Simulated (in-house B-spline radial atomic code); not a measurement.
# Ge⁸⁺: binding energies from hole states

Aim: the cost of two holes at once in Ge⁸⁺, against the sum of the two single holes.

Program: in-house B-spline radial atomic code version 1. Level of theory: Dirac-Hartree-Fock, average of configuration, Fermi nucleus, basis-set limit. These are calculated values, not measurements, unless marked.

### Step 1. What is computed

* element: germanium (Z = 32)
* charge: +8
* electrons: 24
* configuration: [Ar] 3d6
* Hamiltonian: Dirac-Coulomb
* nucleus: Fermi, rms radius 4.074 fm

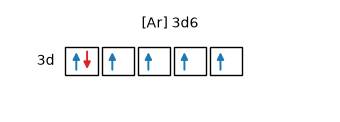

Occupation of the outer shells (arrows by Hund's rule).

The boxes draw the filling by Hund's rule, which heavy ions in jj coupling don't follow; these runs average over all states of the configuration.

Settings of the run:

```ini
Z = 32
electrons = 24.0
configuration = [Ar] 3d6
hamiltonian = dirac
method = hf
spin_polarised = False
nucleus = fermi
rms_radius = 4.0742
mass_number = 74
atomic_mass = 73.92117776
speed_of_light = 137.035999084
```

From the earlier run of the reference: total energy -2074.424171 hartree. Levels, eight at most:

```
orbital  occupation  energy (eV)  <r> (bohr)
  2s1/2           2     -1641.84      0.2088
  2p1/2           2     -1475.10      0.1809
  2p3/2           4     -1442.89      0.1844
  3s1/2           2      -370.19      0.5972
  3p1/2           2      -311.46      0.6027
  3p3/2           4      -306.41      0.6106
  3d3/2         2.4      -214.63      0.6055
  3d5/2         3.6      -213.85      0.6081
```

Single holes known from earlier runs (ΔSCF): 1s 11330.6 eV, 2s 1626.01 eV, 2p1/2 1457.25 eV, 2p3/2 1425.38 eV, 3s 367.63 eV, 3p3/2 303.89 eV, 3d 211.42 eV.

### Step 2. The 3s and 3d holes

Changes to the settings of step 1:

```diff
@@ -1,4 +1,4 @@
 Z = 32
-electrons = 24.0
-configuration = [Ar] 3d6
+electrons = 22.0
+configuration = 1s2 2s2 2p6 3s1 3p6 3d5
 hamiltonian = dirac
```

The program writes no log. Results of the run, from its result record (rounded, main fields):

```text
status: converged
iterations: 9
energy [hartree]: {"total": -2051.87900823, "kinetic": 2097.0409717, "nuclear": -4741.68494417, "coulomb": 659.272422267, "exact_exchange": -66.5074580278}
breit [hartree]: {"gaunt": 1.039731, "retardation": -0.09704508, "frequency_dependence": -0.00393515}
qed [hartree]: {"self_energy": 0.6967249, "uehling": -0.06663123, "wichmann_kroll": 0.0006042723}
recoil [hartree]: 0.01137908
total_with_corrections [hartree]: -2050.29818012
orbitals [hartree, bohr; first row names the columns]:
  - ["name", "occ", "eps", "<r>"]
  - ["1s1/2", 2.0, -421.06445, 0.046984]
  - ["2s1/2", 2.0, -63.376849, 0.20883]
  - ["2p1/2", 2.0, -57.312698, 0.18064]
  - ["2p3/2", 4.0, -56.126224, 0.18414]
  - ["3s1/2", 1.0, -16.232661, 0.58263]
  - ["3p1/2", 2.0, -13.879653, 0.58496]
  - ["3p3/2", 4.0, -13.682065, 0.59231]
  - ["3d3/2", 2.0, -10.495291, 0.57]
  - ["3d5/2", 3.0, -10.463447, 0.57222]
sum_r [bohr^k]: {"-1": 148.178, "1": 8.587952, "2": 5.096741}
energy_minus_base [hartree]: 22.5451624
energy_minus_base_with_corrections [hartree]: 22.5341228
```

It took 0.67 s on 1 thread, shared host.

energy_minus_base is the energy less that of the reference run.

### Step 3. The 2s and 2s holes

Changes to the settings of step 2:

```diff
@@ -2,3 +2,3 @@
 electrons = 22.0
-configuration = 1s2 2s2 2p6 3s1 3p6 3d5
+configuration = 1s2 2p6 3s2 3p6 3d6
 hamiltonian = dirac
```

Main fields:

```text
status: converged
iterations: 9
energy [hartree]: {"total": -1951.69033508, "kinetic": 1991.85355718, "nuclear": -4499.26481028, "coulomb": 617.155553957, "exact_exchange": -61.4346359389}
breit [hartree]: {"gaunt": 0.9618694, "retardation": -0.0937608, "frequency_dependence": -0.004323386}
qed [hartree]: {"self_energy": 0.6377029, "uehling": -0.06125595, "wichmann_kroll": 0.000555733}
recoil [hartree]: 0.01049284
total_with_corrections [hartree]: -1950.23905438
orbitals [hartree, bohr; first row names the columns]:
  - ["name", "occ", "eps", "<r>"]
  - ["1s1/2", 2.0, -426.32077, 0.04697]
  - ["2p1/2", 2.0, -60.248843, 0.17712]
  - ["2p3/2", 4.0, -59.008308, 0.18053]
  - ["3s1/2", 2.0, -16.641942, 0.56969]
  - ["3p1/2", 2.0, -14.617574, 0.5644]
  - ["3p3/2", 4.0, -14.402574, 0.57148]
  - ["3d3/2", 2.4, -11.135235, 0.53837]
  - ["3d5/2", 3.6, -11.095298, 0.54068]
sum_r [bohr^k]: {"-1": 140.6024, "1": 8.962949, "2": 5.313874}
energy_minus_base [hartree]: 122.733835
energy_minus_base_with_corrections [hartree]: 122.593249
```

Wall time 0.66 s (1 thread, shared host).

### Step 4. The 1s and 2p1/2 holes

In configurations, a minus sign after the shell means j = l − 1/2 and a plus sign j = l + 1/2; the count of electrons follows.

Changes to the settings of step 3:

```diff
@@ -2,3 +2,3 @@
 electrons = 22.0
-configuration = 1s2 2p6 3s2 3p6 3d6
+configuration = 1s1 2s2 2p-1 2p+4 3s2 3p6 3d6
 hamiltonian = dirac
```

Main fields:

```text
status: converged
iterations: 9
energy [hartree]: {"total": -1599.43912813, "kinetic": 1630.6566722, "nuclear": -3755.86485402, "coulomb": 569.985309231, "exact_exchange": -44.2162555381}
breit [hartree]: {"gaunt": 0.3918634, "retardation": -0.05421469, "frequency_dependence": -0.002236517}
qed [hartree]: {"self_energy": 0.409466, "uehling": -0.03839755, "wichmann_kroll": 0.0003481626}
recoil [hartree]: 0.009489602
total_with_corrections [hartree]: -1598.72280965
orbitals [hartree, bohr; first row names the columns]:
  - ["name", "occ", "eps", "<r>"]
  - ["1s1/2", 1.0, -440.21404, 0.046674]
  - ["2s1/2", 2.0, -67.673772, 0.20242]
  - ["2p1/2", 1.0, -63.184668, 0.17443]
  - ["2p3/2", 4.0, -61.594977, 0.17627]
  - ["3s1/2", 2.0, -16.91346, 0.56261]
  - ["3p1/2", 2.0, -14.786183, 0.55664]
  - ["3p3/2", 4.0, -14.630764, 0.56305]
  - ["3d3/2", 2.4, -11.091607, 0.53759]
  - ["3d5/2", 3.6, -11.111588, 0.53681]
sum_r [bohr^k]: {"-1": 117.371, "1": 9.044513, "2": 5.262599}
energy_minus_base [hartree]: 474.985042
energy_minus_base_with_corrections [hartree]: 474.109493
```

It took 0.71 s on 1 thread, shared host.

### Step 5. The 2p3/2 and 3s holes

Changes to the settings of step 4:

```diff
@@ -2,3 +2,3 @@
 electrons = 22.0
-configuration = 1s1 2s2 2p-1 2p+4 3s2 3p6 3d6
+configuration = 1s2 2s2 2p-2 2p+3 3s1 3p6 3d6
 hamiltonian = dirac
```

Main fields:

```text
status: converged
iterations: 9
energy [hartree]: {"total": -2006.9763056, "kinetic": 2052.25150417, "nuclear": -4629.13104431, "coulomb": 631.454291691, "exact_exchange": -61.551057151}
breit [hartree]: {"gaunt": 0.9838605, "retardation": -0.08863593, "frequency_dependence": -0.003193372}
qed [hartree]: {"self_energy": 0.6971264, "uehling": -0.06682001, "wichmann_kroll": 0.0006059463}
recoil [hartree]: 0.01135818
total_with_corrections [hartree]: -2005.4420039
orbitals [hartree, bohr; first row names the columns]:
  - ["name", "occ", "eps", "<r>"]
  - ["1s1/2", 2.0, -424.3888, 0.046939]
  - ["2s1/2", 2.0, -64.807139, 0.20711]
  - ["2p1/2", 2.0, -59.306125, 0.17836]
  - ["2p3/2", 3.0, -58.148941, 0.1836]
  - ["3s1/2", 1.0, -16.539442, 0.57454]
  - ["3p1/2", 2.0, -14.2401, 0.57353]
  - ["3p3/2", 4.0, -14.002634, 0.58037]
  - ["3d3/2", 2.4, -10.805398, 0.55298]
  - ["3d5/2", 3.6, -10.738608, 0.55701]
sum_r [bohr^k]: {"-1": 144.6607, "1": 8.79112, "2": 5.213942}
energy_minus_base [hartree]: 67.447865
energy_minus_base_with_corrections [hartree]: 67.390299
```

Wall time 0.66 s (1 thread, shared host).

### Step 6. The 1s and 3p3/2 holes

Changes to the settings of step 5:

```diff
@@ -2,3 +2,3 @@
 electrons = 22.0
-configuration = 1s2 2s2 2p-2 2p+3 3s1 3p6 3d6
+configuration = 1s1 2s2 2p6 3s2 3p-2 3p+3 3d6
 hamiltonian = dirac
```

Main fields:

```text
status: converged
iterations: 9
energy [hartree]: {"total": -1645.15925744, "kinetic": 1678.88227453, "nuclear": -3871.05303442, "coulomb": 595.200181471, "exact_exchange": -48.1886790199}
breit [hartree]: {"gaunt": 0.4418238, "retardation": -0.05818337, "frequency_dependence": -0.002153433}
qed [hartree]: {"self_energy": 0.4060743, "uehling": -0.03824905, "wichmann_kroll": 0.000346869}
recoil [hartree]: 0.009633016
total_with_corrections [hartree]: -1644.39996527
orbitals [hartree, bohr; first row names the columns]:
  - ["name", "occ", "eps", "<r>"]
  - ["1s1/2", 1.0, -436.81334, 0.046714]
  - ["2s1/2", 2.0, -66.158279, 0.20405]
  - ["2p1/2", 2.0, -60.870797, 0.17496]
  - ["2p3/2", 4.0, -59.511792, 0.17877]
  - ["3s1/2", 2.0, -16.492531, 0.57137]
  - ["3p1/2", 2.0, -14.48632, 0.567]
  - ["3p3/2", 3.0, -14.293897, 0.57398]
  - ["3d3/2", 2.4, -10.787078, 0.55243]
  - ["3d5/2", 3.6, -10.694642, 0.55503]
sum_r [bohr^k]: {"-1": 120.9706, "1": 8.842455, "2": 5.159459}
energy_minus_base [hartree]: 429.264913
energy_minus_base_with_corrections [hartree]: 428.432338
```

Run time: 0.72 s. Hardware: 1 thread, shared host.

### Step 7. The 1s and 1s holes

Changes to the settings of step 6:

```diff
@@ -2,3 +2,3 @@
 electrons = 22.0
-configuration = 1s1 2s2 2p6 3s2 3p-2 3p+3 3d6
+configuration = 2s2 2p6 3s2 3p6 3d6
 hamiltonian = dirac
```

Main fields:

```text
status: converged
iterations: 9
energy [hartree]: {"total": -1224.36094001, "kinetic": 1245.54568752, "nuclear": -2985.53057488, "coulomb": 566.069369125, "exact_exchange": -50.4454217683}
breit [hartree]: {"gaunt": 0.2341532, "retardation": -0.01278474, "frequency_dependence": -7.628883e-05}
qed [hartree]: {"self_energy": 0.09706897, "uehling": -0.00807182, "wichmann_kroll": 7.329285e-05}
recoil [hartree]: 0.007961028
total_with_corrections [hartree]: -1224.04261637
orbitals [hartree, bohr; first row names the columns]:
  - ["name", "occ", "eps", "<r>"]
  - ["2s1/2", 2.0, -68.938153, 0.20015]
  - ["2p1/2", 2.0, -64.495029, 0.16976]
  - ["2p3/2", 4.0, -63.030807, 0.17331]
  - ["3s1/2", 2.0, -17.042352, 0.55859]
  - ["3p1/2", 2.0, -15.015519, 0.55026]
  - ["3p3/2", 4.0, -14.773697, 0.55783]
  - ["3d3/2", 2.4, -11.115303, 0.53429]
  - ["3d5/2", 3.6, -11.072262, 0.53681]
sum_r [bohr^k]: {"-1": 93.29788, "1": 9.096906, "2": 5.22211}
energy_minus_base [hartree]: 850.063231
energy_minus_base_with_corrections [hartree]: 848.789687
```

It took 0.66 s on 1 thread, shared host.

### Step 8. What the holes cost

| two holes | ΔSCF (eV) | less the two single holes (eV) |
| --- | --- | --- |
| 3s and 3d | 613.49 | 34.43 |
| 2s and 2s | 3339.76 | 87.73 |
| 1s and 2p1/2 | 12925.0 | 137.15 |
| 2p3/2 and 3s | 1835.35 | 42.34 |
| 1s and 3p3/2 | 11680.9 | 46.40 |
| 1s and 1s | 23131.4 | 470.20 |

Two holes cost more than the sum of each, because the second electron leaves a more charged ion. The excess runs from 34.4 eV (3s and 3d) to 470.2 eV (1s and 1s); it tends to be largest where both holes are compact. Values are for the free ion, measured from the vacuum level.
